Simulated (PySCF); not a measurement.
# Run report: C₃H₈FSi, EPR calculation

The run: EPR calculation of C₃H₈FSi, multiplicity 2, SMILES C[CH]C[SiH2]F. Method and program: UKS B3LYP, pcH-1 on C F H Si, non-relativistic, mean-field spin-orbit, GIAO (PySCF 2.14.0).

It belongs to a series of runs on one base structure; here: H added to sp2 C.

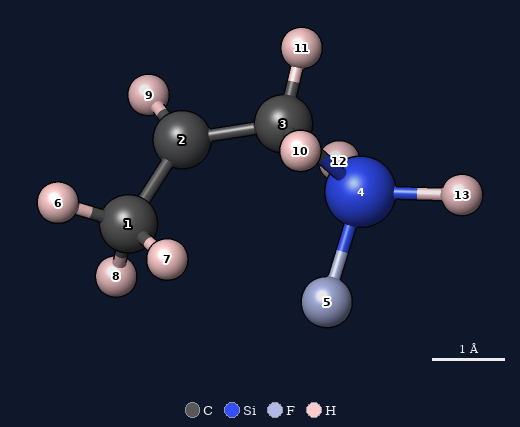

**Figure 1.** The structure (ball-and-stick view, seen at a tilt; atoms are numbered from 1 in the order of the input).

The input
```
{"job": {"kind": "epr", "basis": "pcH-1"}, "charge": 0, "multiplicity": 2}
C      1.729589     0.426578     0.355538
C      0.845954    -0.526265    -0.350499
C     -0.448550    -0.949134     0.195139
Si    -1.786530     0.333536    -0.328617
F     -1.269088     1.763998     0.204726
H      2.767342     0.084163     0.332326
H      1.422622     0.547965     1.392223
H      1.716288     1.415571    -0.116912
H      1.094257    -0.794005    -1.363757
H     -0.415346    -0.990732     1.285152
H     -0.732893    -1.933191    -0.177024
H     -1.854633     0.469788    -1.774522
H     -3.073400     0.152213     0.328500
```

The first line tells a small driver script what to run in PySCF; the rest is the geometry in Å.

Machine: 1 CPU thread, shared host.

Run as:
```bash
OMP_NUM_THREADS=1 python <driver script> task.json out
```

What the program printed
```
UKS, coarse grid
  cycle   1  E = -508.41804898  |g| = 4.87e-01
  cycle   2  E = -508.31734976  |g| = 7.53e-01
  cycle   3  E = -508.50525790  |g| = 6.22e-02
  cycle   4  E = -508.50633860  |g| = 3.23e-02
  cycle   5  E = -508.50680124  |g| = 5.72e-03
  cycle   6  E = -508.50681970  |g| = 2.47e-03
  cycle   7  E = -508.50682351  |g| = 1.01e-03
  cycle   8  E = -508.50682440  |g| = 2.27e-04
UKS, final grid
  cycle   1  E = -508.50687398  |g| = 2.04e-04
  cycle   2  E = -508.50687398  |g| = 2.30e-04
  cycle   3  E = -508.50687400  |g| = 2.88e-05
  cycle   4  E = -508.50687400  |g| = 1.39e-05
E = -508.50687400 Eh   <S^2> = 0.7541 (exact 0.7500)
g shifts (ppm)      1          2          3
  rmc          -146       -146       -146
  gc              2         26         11
  oz_so        -132        286       1122
  total        -276        166        987
hyperfine (MHz)  atom isotope    a_iso     a_fc   dipolar eigenvalues
    0   13C     -32.65     -32.66     -2.45      0.31      2.15
    1   13C      93.89      93.99    -78.09    -77.13    155.22
    2   13C     -31.79     -31.80     -3.40      0.75      2.65
    3  29Si    -153.06    -153.23    -21.59      9.85     11.74
    4   19F      -3.13      -3.17     -4.99     -2.45      7.44
    5    1H      85.63      85.63     -4.94     -4.21      9.14
    6    1H       5.94       5.94     -4.44     -3.64      8.08
    7    1H     129.97     129.97     -5.16     -2.95      8.11
    8    1H     -59.72     -59.73    -36.99     -0.02     37.00
    9    1H      38.70      38.69     -4.18     -3.84      8.02
   10    1H      55.34      55.34     -4.45     -4.01      8.46
   11    1H      -2.26      -2.26     -2.95     -1.43      4.38
   12    1H      34.15      34.15     -2.13     -1.06      3.19
```

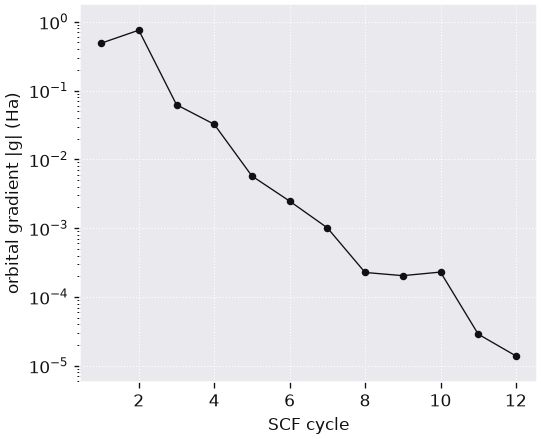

**Figure 2.** Convergence of the self-consistent field: orbital gradient |g| against the SCF cycle. All cycles printed in the log are drawn one after another.

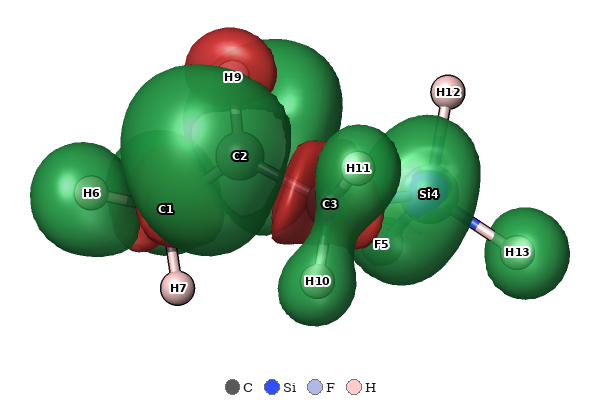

**Figure 3.** Isosurfaces of the spin density at +0.005 (green) and −0.005 e/Å³ (red), seen from the side. The unpaired spin (1 electron) lies mostly on C2 (about 0.6) and Si4 (about 0.1), in electrons by Hirshfeld's partition.

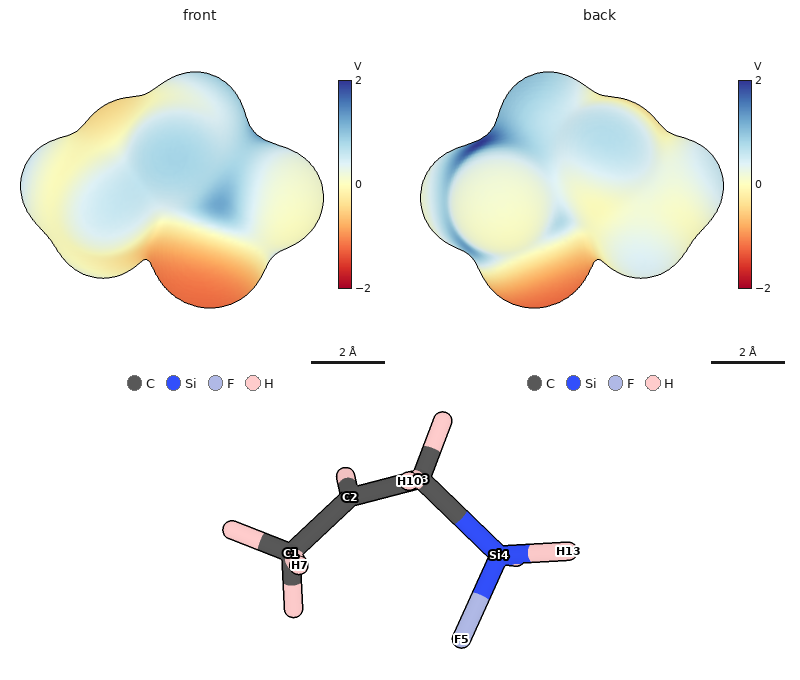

**Figure 4.** The electrostatic potential painted on the density surface at 0.002 e/bohr³, seen face on and from behind; red is negative and blue positive. The bare structure is drawn below in the same view.

Summary

| quantity | value |
| --- | --- |
| outcome | converged |
| total energy | −508.506874 hartree |
| ⟨S²⟩ | 0.754 |
| isotropic g | 2.0026 |
| wall time | 32 s |
| peak memory | 0.75 GiB |
